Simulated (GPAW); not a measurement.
# Dielectric function and optical constants of ZnAu

Aim: the dielectric function of ZnAu, and the optical constants that follow from it.

Method: DFT, PBE, plane-wave PAW (GPAW data sets), scalar-relativistic, RPA, optical limit, in GPAW 26.7.0.

### 1. Starting point

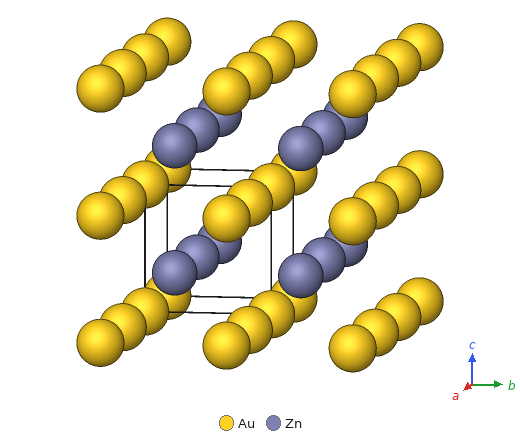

The starting structure, seen slightly off an axis (gold yellow, zinc blue). 3×2×2 cells are drawn. Some periodic images of atoms are drawn too.

### 2. Ground state

The self-consistent density comes first; it also tells whether there is a gap, which decides the occupations and the need for a Drude term.

This step: DFT, PBE, plane-wave PAW (GPAW data sets), scalar-relativistic, ground state (GPAW 26.7.0).

Input file gs.py:

```python
from ase import Atoms
from ase.dft.bandgap import bandgap
from gpaw import GPAW, PW, FermiDirac

atoms = Atoms(['Au', 'Zn'],
              cell=[[3.147000000000, 0.000000000000, 0.000000000000],
                    [0.000000000000, 3.147000000000, 0.000000000000],
                    [0.000000000000, 0.000000000000, 3.147000000000]],
              scaled_positions=[[0.000000000000, 0.000000000000, 0.000000000000],
                                [0.500000000000, 0.500000000000, 0.500000000000]],
              pbc=[True, True, True])
atoms.calc = GPAW(mode=PW(500), xc='PBE', kpts={'size': (7, 7, 7), 'gamma': True},
                  occupations=FermiDirac(0.05), maxiter=150, txt='gs.txt')
print('energy (eV)', atoms.get_potential_energy())
print('Fermi level (eV)', atoms.calc.get_fermi_level())
print('valence electrons', atoms.calc.get_number_of_electrons())
print('gap (eV)', bandgap(atoms.calc, output=None)[0])
print('direct gap (eV)', bandgap(atoms.calc, direct=True, output=None)[0])
atoms.calc.write('gs.gpw')
```

Started as:

```sh
$ OMP_NUM_THREADS=1 python gs.py
```

Numbers of over 12 decimals in the logs are rounded to 6 here.

The log of the run:

```text
__  _  _
 | _ |_)|_||  |
 |__||  | ||/\| - 26.7.0

Versions:
  Python: 3.12.14
  ASE:    3.29.0
  Numpy:  2.5.5
  Scipy:  1.18.1
  Libxc:  7.0.0

Input parameters:
  mode=PW(ecut=500.0),
  kpts=MonkhorstPack(size=(7, 7, 7), gamma=True),
  maxiter=150,
  occupations=Occupations(name='fermi-dirac', width=0.05, fixmagmom=False),
  xc=XC(name='PBE')

Diagonalizing LCAO Hamiltonian
Converting LCAO to pw mode
   .-------.
  /|       |
 * |       |
 | |  Zn   |
 | .-------.
 |/       /
 Au------*

Atoms  # Å, Bohr magnetons
|   | symbol |        x |        y |        z |    initial magnetic moments |
| 0 |     Au | 0.000000 | 0.000000 | 0.000000 | ( 0.0000,  0.0000,  0.0000) |
| 1 |     Zn | 1.573500 | 1.573500 | 1.573500 | ( 0.0000,  0.0000,  0.0000) |

Unit cell  # Å
| periodic |        x |        y |        z |  lengths |    angles |
|      yes | 3.147000 | 0.000000 | 0.000000 | 3.147000 | 90.000000 |
|      yes | 0.000000 | 3.147000 | 0.000000 | 3.147000 | 90.000000 |
|      yes | 0.000000 | 0.000000 | 3.147000 | 3.147000 | 90.000000 |

Number of symmetries: 48
Symmetry operations  # r_c * U_cc + t_c -> r_c
|    | kind |            matrix            |
|  0 |  E   |  1, 0, 0,  0, 1, 0,  0, 0, 1 |
|  1 |  σ   |  1, 0, 0,  0, 1, 0,  0, 0,-1 |
|  2 |  σ   |  1, 0, 0,  0, 0, 1,  0, 1, 0 |
|  3 |  C4  |  1, 0, 0,  0, 0, 1,  0,-1, 0 |
|  4 |  C4  |  1, 0, 0,  0, 0,-1,  0, 1, 0 |
|  5 |  σ   |  1, 0, 0,  0, 0,-1,  0,-1, 0 |
|  6 |  σ   |  1, 0, 0,  0,-1, 0,  0, 0, 1 |
|  7 |  C2  |  1, 0, 0,  0,-1, 0,  0, 0,-1 |
|  8 |  σ   |  0, 1, 0,  1, 0, 0,  0, 0, 1 |
|  9 |  C2  |  0, 1, 0,  1, 0, 0,  0, 0,-1 |
| 10 |  C3  |  0, 1, 0,  0, 0, 1,  1, 0, 0 |
| 11 |  S6  |  0, 1, 0,  0, 0, 1, -1, 0, 0 |
| 12 |  S6  |  0, 1, 0,  0, 0,-1,  1, 0, 0 |
| 13 |  C3  |  0, 1, 0,  0, 0,-1, -1, 0, 0 |
| 14 |  C4  |  0, 1, 0, -1, 0, 0,  0, 0, 1 |
| 15 |  S4  |  0, 1, 0, -1, 0, 0,  0, 0,-1 |
| 16 |  C3  |  0, 0, 1,  1, 0, 0,  0, 1, 0 |
| 17 |  S6  |  0, 0, 1,  1, 0, 0,  0,-1, 0 |
| 18 |  σ   |  0, 0, 1,  0, 1, 0,  1, 0, 0 |
| 19 |  C4  |  0, 0, 1,  0, 1, 0, -1, 0, 0 |
| 20 |  C2  |  0, 0, 1,  0,-1, 0,  1, 0, 0 |
| 21 |  S4  |  0, 0, 1,  0,-1, 0, -1, 0, 0 |
| 22 |  S6  |  0, 0, 1, -1, 0, 0,  0, 1, 0 |
| 23 |  C3  |  0, 0, 1, -1, 0, 0,  0,-1, 0 |
| 24 |  S6  |  0, 0,-1,  1, 0, 0,  0, 1, 0 |
| 25 |  C3  |  0, 0,-1,  1, 0, 0,  0,-1, 0 |
| 26 |  C4  |  0, 0,-1,  0, 1, 0,  1, 0, 0 |
| 27 |  σ   |  0, 0,-1,  0, 1, 0, -1, 0, 0 |
| 28 |  S4  |  0, 0,-1,  0,-1, 0,  1, 0, 0 |
| 29 |  C2  |  0, 0,-1,  0,-1, 0, -1, 0, 0 |
| 30 |  C3  |  0, 0,-1, -1, 0, 0,  0, 1, 0 |
| 31 |  S6  |  0, 0,-1, -1, 0, 0,  0,-1, 0 |
| 32 |  C4  |  0,-1, 0,  1, 0, 0,  0, 0, 1 |
| 33 |  S4  |  0,-1, 0,  1, 0, 0,  0, 0,-1 |
| 34 |  S6  |  0,-1, 0,  0, 0, 1,  1, 0, 0 |
| 35 |  C3  |  0,-1, 0,  0, 0, 1, -1, 0, 0 |
| 36 |  C3  |  0,-1, 0,  0, 0,-1,  1, 0, 0 |
| 37 |  S6  |  0,-1, 0,  0, 0,-1, -1, 0, 0 |
| 38 |  σ   |  0,-1, 0, -1, 0, 0,  0, 0, 1 |
| 39 |  C2  |  0,-1, 0, -1, 0, 0,  0, 0,-1 |
| 40 |  σ   | -1, 0, 0,  0, 1, 0,  0, 0, 1 |
| 41 |  C2  | -1, 0, 0,  0, 1, 0,  0, 0,-1 |
| 42 |  C2  | -1, 0, 0,  0, 0, 1,  0, 1, 0 |
| 43 |  S4  | -1, 0, 0,  0, 0, 1,  0,-1, 0 |
| 44 |  S4  | -1, 0, 0,  0, 0,-1,  0, 1, 0 |
| 45 |  C2  | -1, 0, 0,  0, 0,-1,  0,-1, 0 |
| 46 |  C2  | -1, 0, 0,  0,-1, 0,  0, 0, 1 |
| 47 |  i   | -1, 0, 0,  0,-1, 0,  0, 0,-1 |

BZ-sampling:
  Number of BZ points: 343
  Number of IBZ points: 20

  Monkhorst-Pack size: [7, 7, 7]
  Monkhorst-Pack shift: [0, 0, 0]

K-points  # in reciprocal-cell coordinates
|     |                                coordinates |     weight |
|   0 | (  0.00000000,   0.00000000,   0.00000000) | 0.00291545 |
|   1 | (  0.14285714,   0.00000000,   0.00000000) | 0.01749271 |
|   2 | (  0.14285714,   0.14285714,   0.00000000) | 0.03498542 |
|   3 | (  0.14285714,   0.14285714,   0.14285714) | 0.02332362 |
|   4 | (  0.28571429,   0.00000000,   0.00000000) | 0.01749271 |
|   5 | (  0.28571429,   0.14285714,   0.00000000) | 0.06997085 |
|   6 | (  0.28571429,   0.14285714,   0.14285714) | 0.06997085 |
|   7 | (  0.28571429,   0.28571429,   0.00000000) | 0.03498542 |
|   8 | (  0.28571429,   0.28571429,   0.14285714) | 0.06997085 |
|   9 | (  0.28571429,   0.28571429,   0.28571429) | 0.02332362 |
| ... |                                            |            |
|  19 | (  0.42857143,   0.42857143,   0.42857143) | 0.02332362 |

Plane wave coefficients: 808
Cutoff: 500.0 eV

Spin-components: 1 (collinear spins)
Bands:           18
Projectors:      12
Spin-degeneracy: 2
Datatype:        complex128

Parallelization:
  kpt:    1
  domain: 1
  band:   1

Density:
  Valence electrons: 23.0
  Components: 1
  Grid points: [18 18 18]
  Charge: 0.0  # |e|

Potential:
  Grid points: [18 18 18]

species:
  Au:
    name:    Gold
    id:
    Z:       79.0
    valence: 11
    core:    68
    charge:  0.0  # [|e|]
    compensation charges:
      type: gauss
      rc: 0.42  # [Å]
      lmax: 2
    cutoffs:
      filter: 2.33  # [Å]
      core: 2.81  # [Å]
    projectors
    | kind |    occ | energy [eV] | rcut [Å] |
    |   6s |  1.000 |      -5.728 |    1.323 |
    |   6p |  0.000 |      -0.775 |    1.323 |
    |   5d | 10.000 |      -6.891 |    1.323 |
    |    s |        |      21.484 |    1.323 |
    |    p |        |      26.436 |    1.323 |
    |    d |        |      20.321 |    1.323 |

    Using partial waves for Au as LCAO basis

  Zn:
    name:    Zinc
    id:
    Z:       30.0
    valence: 12
    core:    18
    charge:  0.0  # [|e|]
    compensation charges:
      type: gauss
      rc: 0.37  # [Å]
      lmax: 2
    cutoffs:
      filter: 2.14  # [Å]
      core: 2.28  # [Å]
    projectors
    | kind |    occ | energy [eV] | rcut [Å] |
    |   4s |  2.000 |      -5.977 |    1.286 |
    |   4p |  0.000 |      -1.117 |    1.270 |
    |   3d | 10.000 |     -10.142 |    1.180 |
    |    s |        |      21.234 |    1.286 |
    |    p |        |      26.095 |    1.270 |
    |    d |        |      17.070 |    1.180 |

    Using partial waves for Zn as LCAO basis

Reference energy: -565459.597762  # eV

eigensolver:
  PPCG
  Converge bands: occupied
  niter=2

density mixing:
  MSR1-Mixer
  Pratt-step length: 0.05
  Maximum mixing coefficient: 0.75
  Old densities: 10
  SVD Regularization: 0.005
  Good broyden scale: 1.0
  Trust region scale: 1.0
  Backstep threshold: 4.0
  History deletion threshold: 6.0
  Fourier metric: weight=20.0, sigma=0.015

occupation numbers:
  Fermi-Dirac:
    width: 0.0500  # eV

poisson solver:
  ecut: 4000.0  # eV

xc functional:
  name: PBE with 2 nearest neighbor stencil

convergence criteria:
- Maximum [total energy] change in last 3 cyles: 0.0005 eV / valence electron
- Maximum integral of absolute [dens]ity change: 0.0001 electrons / valence electron
- Maximum integral of absolute [eigenst]ate change: 4e-08 eV^2 / valence electron
maximum number of iterations: 150

SCF iterations
|iter     |      energy | eigst |  dens |
|iter:   1||   -5.246101 | +0.17 |       |
|iter:   2||   -5.147487 | -1.57 | -1.19 |
|iter:   3||   -4.790430 | -1.51 | -1.23 |
|iter:   4||   -4.780717 | -3.11 | -1.96 |
|iter:   5||   -4.779701c| -3.53 | -2.16 |
|iter:   6||   -4.779759c| -4.89 | -3.16 |
|iter:   7||   -4.779775c| -5.62 | -3.61 |
|iter:   8||   -4.779775c| -7.32 | -4.55c|
|iter:   9||   -4.779775c| -8.02c| -4.82c|

Converged in 9 steps
SCF loop duration: 6.796 s (0.755 s/step)
Energy contributions relative to reference atoms: (reference = -565459.597762)

Energy contributions:
  Kinetic:          -6.887405
  Coulomb:           7.202320
  Zero:              0.145777
  External:          0.000000
  Xc:               -5.237071
  Entropy:          -0.006791
  Spinorbit:         0.000000
  ----------------------------
  Free energy:      -4.783170
  Extrapolated:     -4.779775

dipole moment: (-10.868233, -10.868233, -10.868233)  # |e|*Ang

Fermi level: 9.307
Eigenvalues  # (at kpt = [0.000, 0.000, 0.000])
| band index |      eig [eV] | occ [0-2] |
|          0 |        -1.506 |     2.000 |
|        ... |               |           |
|          3 |         1.698 |     2.000 |
|          4 |         1.698 |     2.000 |
|          5 |         1.698 |     2.000 |
|          6 |         3.656 |     2.000 |
|          7 |         3.656 |     2.000 |
|          8 |         5.346 |     2.000 |
|          9 |         5.346 |     2.000 |
|         10 |         5.346 |     2.000 |
|         11 |        14.170 |     0.000 |
|         12 |        14.170 |     0.000 |
|         13 |        14.170 |     0.000 |
|         14 |        18.013 |     0.000 |
|         15 |        21.164 |     0.000 |
|         16 |        21.164 |     0.000 |
|         17 |        31.647 |     0.000 |

No gap
No difference between direct/indirect transitions

--- standard output ---
energy (eV) -4.779775
Fermi level (eV) 9.306854
valence electrons 23.0
gap (eV) 0.0
direct gap (eV) 0.0
```

Wall time 8.9 s (1 thread of Arm Neoverse V1, shared host); peak memory 0.13 GiB.

This step gave:

- energy: -4.780 eV
- Fermi energy: 9.307 eV
- electrons: 23

There are states at the Fermi level within the smearing, so the occupations stay smeared and the carriers get a Drude term.

### 3. Bands for the response

At the fixed density, many empty bands are solved on the mesh of the response, since the spectrum sums over them.

This step: DFT, PBE, plane-wave PAW (GPAW data sets), scalar-relativistic, bands at fixed density (GPAW 26.7.0).

Input file nscf.py:

```python
from ase.dft.bandgap import bandgap
from gpaw import GPAW, FermiDirac

calc = GPAW('gs.gpw').fixed_density(kpts={'size': (14, 14, 14), 'gamma': True}, nbands=43, convergence={'bands': 37},
                                    occupations=FermiDirac(0.05), txt='nscf.txt')
print('gap (eV)', bandgap(calc, output=None)[0])
print('direct gap (eV)', bandgap(calc, direct=True, output=None)[0])
print('top band over the Fermi level (eV)', min(calc.get_eigenvalues(kpt=k)[36] for k in range(len(calc.get_ibz_k_points()))) - calc.get_fermi_level())
calc.write('full.gpw', mode='all')
```

Started as:

```sh
$ OMP_NUM_THREADS=1 python nscf.py
```

The log of the run:

```text
Diagonalizing LCAO Hamiltonian
Converting LCAO to pw mode
convergence criteria:
- Maximum integral of absolute [eigenst]ate change: 4e-08 eV^2 / valence electron
maximum number of iterations: 150

SCF iterations
|iter     |      energy | eigst |  dens |
|iter:   1||             | +3.62 |       |
|iter:   2||             | +2.46 |       |
|iter:   3||             | +1.80 |       |
|iter:   4||             | +1.18 |       |
|iter:   5||             | +0.76 |       |
|iter:   6||             | +0.29 |       |
|iter:   7||             | -0.07 |       |
|iter:   8||             | -0.47 |       |
|iter:   9||             | -0.83 |       |
|iter:  10||             | -1.24 |       |
|iter:  11||             | -1.62 |       |
|iter:  12||             | -2.06 |       |
|iter:  13||             | -2.47 |       |
|iter:  14||             | -2.91 |       |
|iter:  15||             | -3.34 |       |
|iter:  16||             | -3.79 |       |
|iter:  17||             | -4.24 |       |
|iter:  18||             | -4.68 |       |
|iter:  19||             | -5.12 |       |
|iter:  20||             | -5.57 |       |
|iter:  21||             | -6.00 |       |
|iter:  22||             | -6.49 |       |
|iter:  23||             | -6.88 |       |
|iter:  24||             | -7.31 |       |
|iter:  25||             | -7.58c|       |
SCF steps: 25
  __  _  _
 | _ |_)|_||  |
 |__||  | ||/\| - 26.7.0

Versions:
  Python: 3.12.14
  ASE:    3.29.0
  Numpy:  2.5.5
  Scipy:  1.18.1
  Libxc:  7.0.0

Input parameters:
  mode=PW(ecut=500.0),
  convergence={'bands': 37},
  gpts=array([18, 18, 18]),
  kpts=MonkhorstPack(size=(14, 14, 14), gamma=True),
  maxiter=150,
  nbands=43,
  occupations=Occupations(name='fermi-dirac', width=0.05, fixmagmom=False),
  parallel={},
  xc=XC(name='PBE')

--- standard output ---
gap (eV) 0.0
direct gap (eV) 0.0
top band over the Fermi level (eV) 38.677339
```

Wall time 3.4 min (1 thread); peak memory 0.23 GiB.

### 4. Dielectric function, RPA

Transitions between filled and empty bands, summed over the zone, give the optical response, so mesh, band count and broadening shape it.

The induced potential is part of this response.

This step: DFT, PBE, plane-wave PAW (GPAW data sets), scalar-relativistic, RPA, optical limit (GPAW 26.7.0).

Input file df.py:

```python
from gpaw.response.df import DielectricFunction

df = DielectricFunction('full.gpw', frequencies={'type': 'nonlinear', 'domega0': 0.03, 'omega2': 8},
                        ecut=50,
                        eta=0.15,
                        nbands=37,
                        rate=0.05,
                        txt='df.txt')
for direction in ['x']:
    df.get_dielectric_function(xc='RPA', direction=direction, filename=f'df_{direction}.csv')
```

Started as:

```sh
$ OMP_NUM_THREADS=1 python df.py
```

The log of the run:

```text
Using integrator: PointIntegrator
NonLinearFrequencyDescriptor(from 0.000 to 58.017 eV, 484 points)
Nonperiodic BCs:  [False False False]
Using integrator: PointIntegrator
NonLinearFrequencyDescriptor(from 0.000 to 58.017 eV, 484 points)
Nonperiodic BCs:  [False False False]
Using integrator: PointIntegrator

Calculating chi0 body with:
    Ground state adapter containing:
    Number of spins: 1
    Number of kpoints: 2744
    Number of irreducible kpoints: 120
    Number of completely occupied states: 10
    Number of partially occupied states: 13

    Linear response parametrization:
    q_c: [0.0, 0.0, 0.0]
    Number of frequency points: 484
    Planewave cutoff: 50.0
    Number of bands: 37
    Number of planewaves: 27
    Broadening (eta): 0.15

Integrating chi0 body.

Symmetries of q_c:
    Direct symmetries (Uq -> q): 48
    Indirect symmetries (TUq -> q): 0
In total 48 allowed symmetries.

120 groups of equivalent kpoints. 95.626822% reduction.

Integral kind: spectral function

Calculating chi0 optical extensions with:
    Ground state adapter containing:
    Number of spins: 1
    Number of kpoints: 2744
    Number of irreducible kpoints: 120
    Number of completely occupied states: 10
    Number of partially occupied states: 13

    Linear response parametrization:
    Number of frequency points: 484
    Planewave cutoff: 50.0
    Number of bands: 37
    Number of planewaves: 27
    Broadening (eta): 0.15
Integrating chi0 head and wings.

Symmetries of q_c:
    Direct symmetries (Uq -> q): 48
    Indirect symmetries (TUq -> q): 0
In total 48 allowed symmetries.

120 groups of equivalent kpoints. 95.626822% reduction.

Integral kind: spectral function wings

Calculating drude chi0 with:
    Number of frequency points:484
    Plasma frequency decay rate: 0.05 eV

    Ground state adapter containing:
    Number of spins: 1
    Number of kpoints: 2744
    Number of irreducible kpoints: 120
    Number of completely occupied states: 10
    Number of partially occupied states: 13

Symmetries of q_c:
    Direct symmetries (Uq -> q): 48
    Indirect symmetries (TUq -> q): 0
In total 48 allowed symmetries.

120 groups of equivalent kpoints. 95.626822% reduction.

Integral kind: intraband
Plasma frequency:
[[9.25-0.j 0.  -0.j 0.  +0.j]
 [0.  -0.j 9.25-0.j 0.  +0.j]
 [0.  +0.j 0.  +0.j 9.25-0.j]]
```

It took 20 s on 1 thread; peak memory 0.26 GiB.

The Im ε, E ∥ x has structure finer than the step of the table below, so its rows give means over 1 eV, whole bins alone (the curve runs from 0.305 to 14.0 eV). Peaks (eV: height): 1.9: 17.4, 2.7: 14.7.

Sum at mesh points, not converged in k. Table of Im ε, E ∥ x by photon energy; means over each step:

```tsv
photon energy (eV)	Im ε, E ∥ x
1	35.4
2	12.8
3	10.6
4	3.44
5	3.47
6	2.94
7	3.21
8	3.08
9	2.70
10	1.99
11	1.64
12	1.30
13	1.23
```

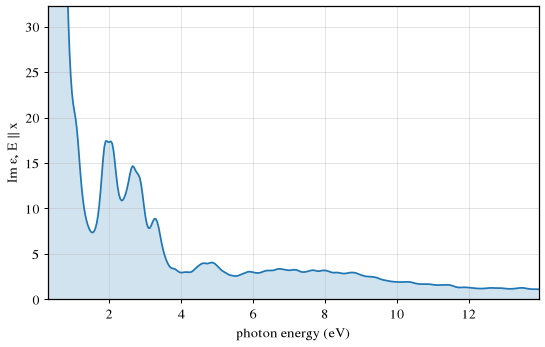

Im ε, E ∥ x, plotted against photon energy. Below 1 eV the curve runs off the scale.

Values under 1 per cm are given as 1; sum at mesh points, not converged in k. Table of absorption coefficient, E ∥ x by photon energy:

```tsv
photon energy (eV)	absorption coefficient, E ∥ x (1/cm)
1.01	9.4e5
1.99	8.6e5
3.02	1.2e6
3.98	1.0e6
4.98	1.0e6
6.02	9.0e5
6.99	1.0e6
8.03	1.2e6
9.02	1.3e6
10.03	1.2e6
11.03	1.2e6
12.02	1.2e6
13.00	1.1e6
```

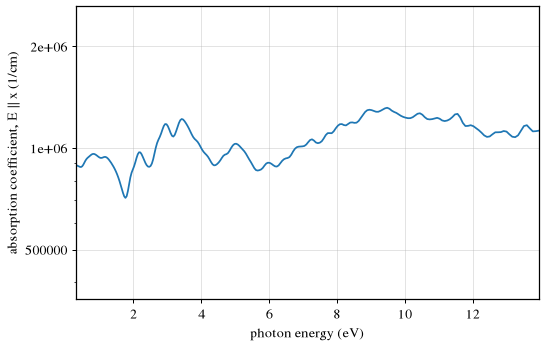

Absorption coefficient, E ∥ x against photon energy.

Sum at mesh points, not converged in k. The loss function −Im 1/ε at q → 0, E ∥ x by energy loss; read off at these points:

```tsv
energy loss (eV)	loss function −Im 1/ε at q → 0, E ∥ x
1.0	0.00289
2.0	0.0341
3.0	0.0362
4.0	0.0714
5.0	0.152
6.0	0.288
7.0	0.295
8.0	0.296
9.0	0.316
10.0	0.435
11.0	0.528
12.0	0.686
13.0	0.802
13.2	0.843
```

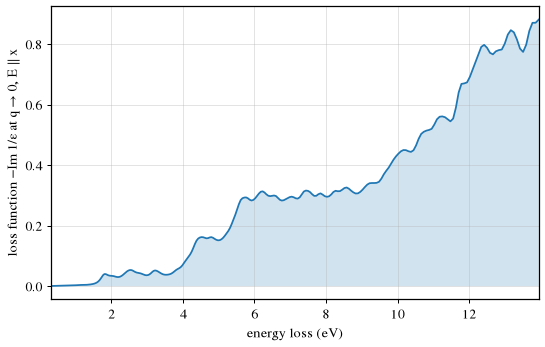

Loss function −Im 1/ε at q → 0, E ∥ x against energy loss.

The reflectivity at normal incidence, E ∥ x has structure finer than the step of the table below, so its rows give means over 1 eV, whole bins alone (the curve runs from 0.305 to 14.0 eV). Peaks (eV: height): 3.6: 79.2.

Sum at mesh points, not converged in k. Reflectivity at normal incidence, E ∥ x against photon energy; means over each step:

```tsv
photon energy (eV)	reflectivity at normal incidence, E ∥ x (%)
1	94.5
2	74.9
3	70.2
4	69.2
5	50.9
6	34.9
7	31.1
8	31.0
9	33.4
10	33.0
11	29.7
12	26.9
13	21.0
```

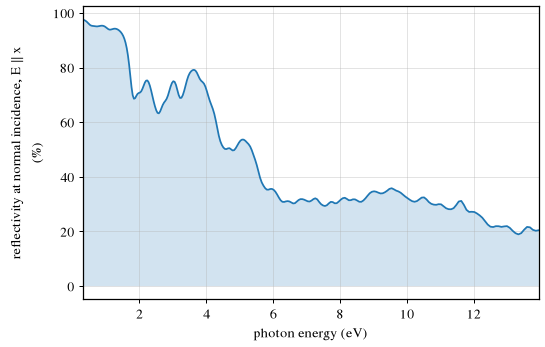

Reflectivity at normal incidence, E ∥ x against photon energy.

The Im ε, E ∥ x has structure finer than the step of the table below, so its rows give means over 0.5 eV, whole bins alone (the curve runs from 0.305 to 14.0 eV). Peaks (eV: height): without local fields 1.91: 17.6, 2.66: 14.6; with local fields 1.95: 17.4, 2.66: 14.7.

Sum at mesh points, not converged in k. The Im ε, E ∥ x by photon energy; means over each step:

```tsv
photon energy (eV)	without local fields	with local fields
1.0	25.3	25.3
1.5	8.75	8.71
2.0	15.8	15.7
2.5	12.6	12.6
3.0	10.1	10.5
3.5	5.68	5.99
4.0	3.15	3.10
4.5	3.67	3.61
5.0	3.64	3.63
5.5	2.79	2.69
6.0	3.10	2.97
6.5	3.33	3.20
7.0	3.41	3.26
7.5	3.30	3.11
8.0	3.25	3.11
8.5	3.03	2.91
9.0	2.81	2.72
9.5	2.34	2.30
10.0	2.02	1.95
10.5	1.89	1.80
11.0	1.70	1.63
11.5	1.57	1.51
12.0	1.36	1.29
12.5	1.31	1.23
13.0	1.31	1.21
13.5	1.33	1.22
```

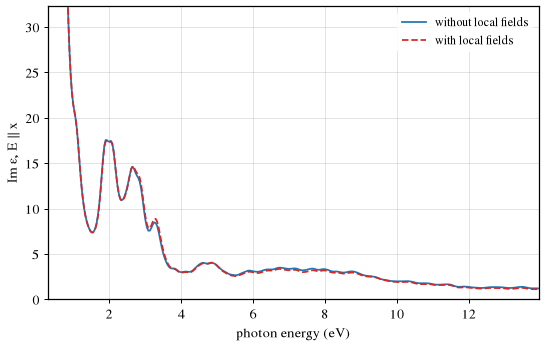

Im ε, E ∥ x against photon energy. Below 1 eV the curve runs off the scale.

Optical constants at common wavelengths, from n + ik = √ε:

```tsv
wavelength (nm)	n	k	R (%)	1/α
1550	1.78	11.836	95.2	10 nm
1064	1.02	7.966	94.0	11 nm
633	2.03	4.280	70.5	12 nm
532	1.42	3.874	72.8	11 nm
365	1.09	3.519	74.0	8.3 nm
308	0.61	2.424	71.3	10 nm
248	0.92	2.029	52.8	9.7 nm
```

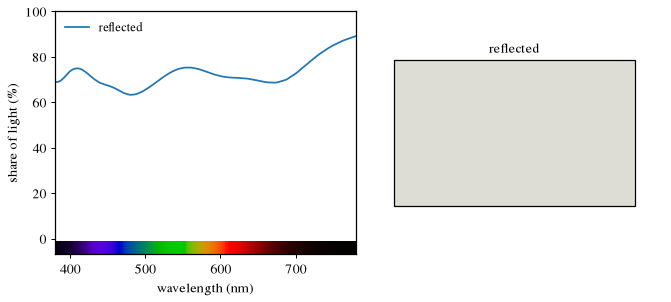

Light reflected across the visible range, with the colour that it makes of daylight (sRGB).

In reflection the computed colour is light grey: x = 0.319, y = 0.338, luminous reflectivity 72 %.

### 5. Results

At this level (PBE, RPA) ZnAu is a metal. The mesh is too coarse to trust the carriers' weight, the reflectivity or the colour to better than tens of per cent. In reflection the computed colour is light grey: x = 0.319, y = 0.338, luminous reflectivity 72 %. The carriers' damping of 0.05 eV is typed, not computed; it shapes the response at the lowest energies. Spin-orbit coupling is left out although heavy atoms are present. In this version of GPAW the matrix elements of the optical limit are incomplete, which can lower ε − 1 by up to a tenth where first-row anions or d states rule, and shift it by more in d metals. GPAW's carrier term has the form −ωp²/(ω + i·rate)², which damps like twice the rate and fails at low energy, so the curves leave the lowest energies out. The sum runs over mesh points 0.14 Å⁻¹ apart with no interpolation, so peaks are partly noise of the mesh, and the Drude plasma energy, a sum over the Fermi surface, isn't converged.

[Machine, clock and banner lines and Python warnings are left out of the logs.]

[Logs are printed without paths, hosts, clocks, repeated set-up lines and the standing remarks that a program may print on its own settings, such as how far it seeks lower states.]

[Hosts, paths, dates, database ids (printed as entryN), source tags and the programs' standing remarks are cut or masked in the printed files.]
